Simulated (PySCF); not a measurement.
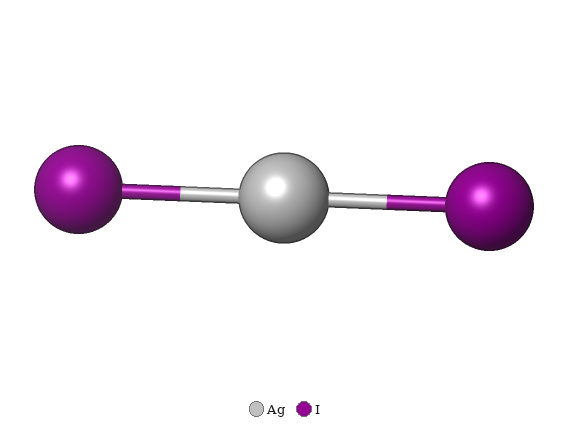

A metal compound. State: charge −1, singlet. Computed geometry: B3LYP/def2-SVPD with core potentials optimisation.

What is the coordination number of the metal, and which atoms bind to it?

Ag binds 2 atoms: 2 I at 2.69 Å. The arrangement is linear.

What are the formal oxidation state of the metal and its number of d electrons?

Ag(I), d¹⁰, counting the ligands as closed-shell ions or neutral donors.

The search tried a few shapes and spins; others may lie lower.
